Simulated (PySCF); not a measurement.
C4H8NSi (SMILES [H]/N=[C]\C1C[SiH2]C1) (doublet)

```tsv
atom	x (Å)	y (Å)	z (Å)
N	2.5560	-0.7894	-0.9452
C	1.7360	-0.7985	-0.0446
C	0.3204	-0.6802	0.2661
C	0.0026	0.4171	1.3130
Si	-1.5046	0.9930	0.2875
C	-0.6007	-0.1957	-0.9003
H	2.3816	-0.6966	-1.9509
H	-0.0177	-1.6536	0.6309
H	0.8063	1.1502	1.3656
H	-0.1520	0.0319	2.3177
H	-2.7948	0.4976	0.7660
H	-1.5606	2.4066	-0.0755
H	-0.0225	0.3168	-1.6682
H	-1.1508	-0.9997	-1.3843
```

Geometry: GFN2-xTB.

These are results of PySCF 2.14.0, density-fitted response routines, UKS B3LYP, pcH-1 on C H N Si, non-relativistic, mean-field spin-orbit, GIAO, not measurements.

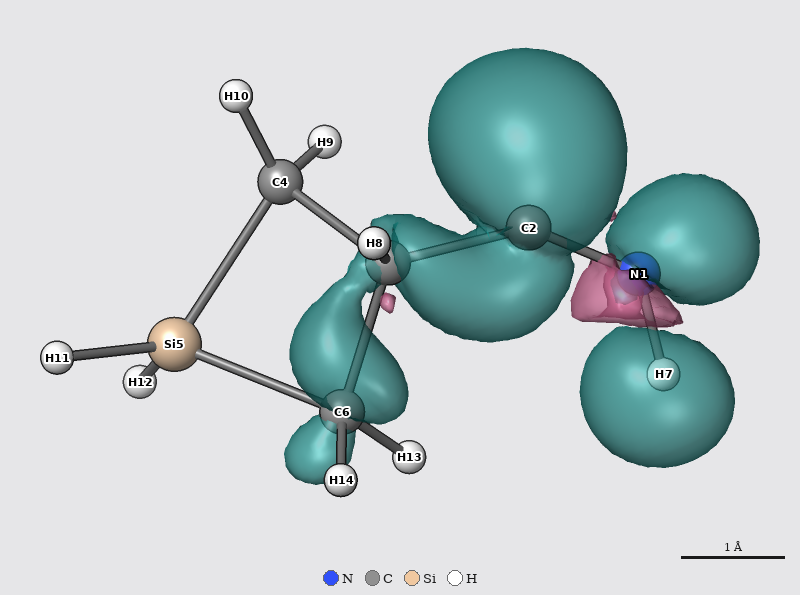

Figure 1. Isosurfaces of the spin density at +0.015 (teal) and −0.015 e/Å³ (pink), seen across its widest extent.

> Which atoms carry the spin?

The unpaired spin (1 electron) lies mostly on C2 (about 0.6), N1 (about 0.2), H7 (about 0.1) and C3 (about 0.1), in electrons by Hirshfeld's partition.

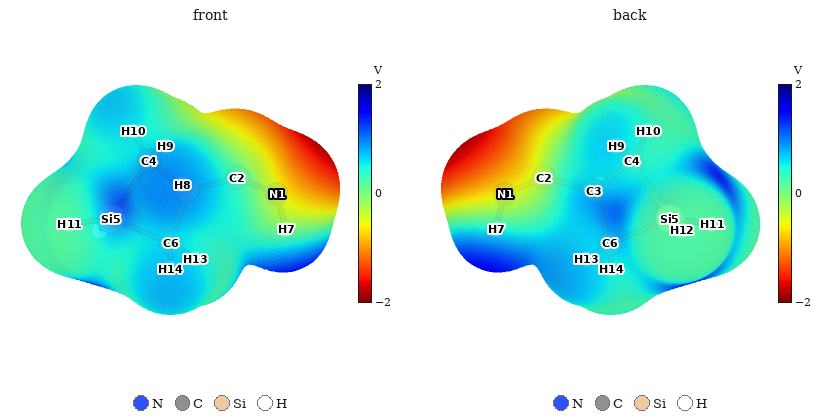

Figure 2. The molecular electrostatic potential painted on the density surface at 0.002 e/bohr³, seen from the front and from behind; the colour scale runs from red (negative) to blue (positive).

> Describe the electrostatic potential map.

The most negative region (about −1.8 V) lies over N1, the most positive (about +1.5 V) over Si5 and H7. N1 is the likeliest acceptor of a hydrogen bond.

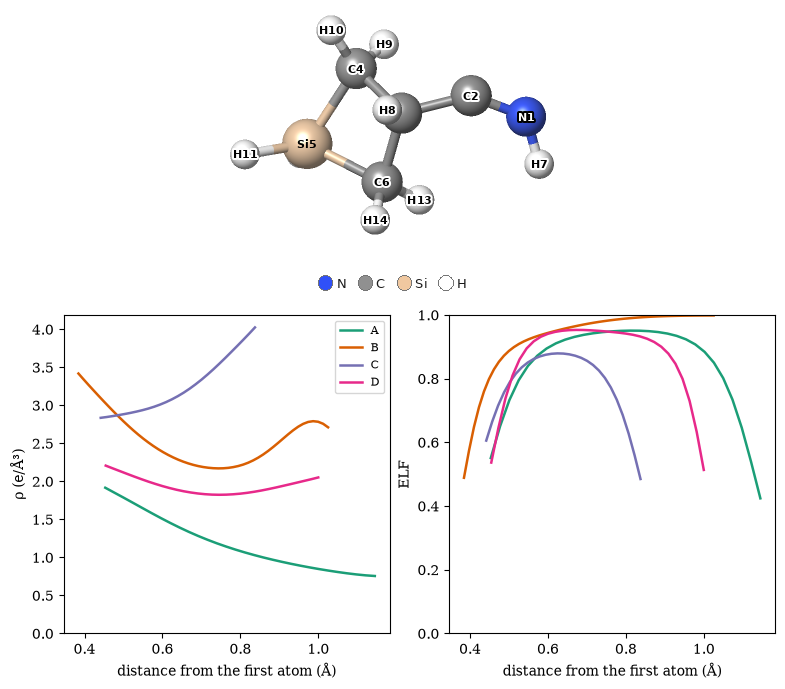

Figure 3. Electron density and ELF along straight lines between neighbouring atoms. The curves leave out the atomic cores. The structure is drawn too.

> Which curve belongs to which contact (C–C, C–N, C–Si and N–H)? The first atom named is at distance zero.

Curve A: C–Si (1.91 Å): ρ at the midpoint is about 0.89 e/Å³; the ELF peaks at about 0.95 between the atoms, as expected for a shared electron pair. Curve B: N–H (1.02 Å): the density is about 2.7 e/Å³ at the midpoint; the ELF climbs to about 1 towards the hydrogen, as it does in any bond to H: a covalent bond by its length. Curve C: C–N (1.22 Å): the density is about 3 e/Å³ at the midpoint; the ELF peaks at about 0.90 between the atoms; a multiple bond. Curve D: C–C (1.45 Å): ρ is about 1.8 e/Å³ halfway; the ELF peaks at about 0.95 between the atoms, as expected for a covalent bond.
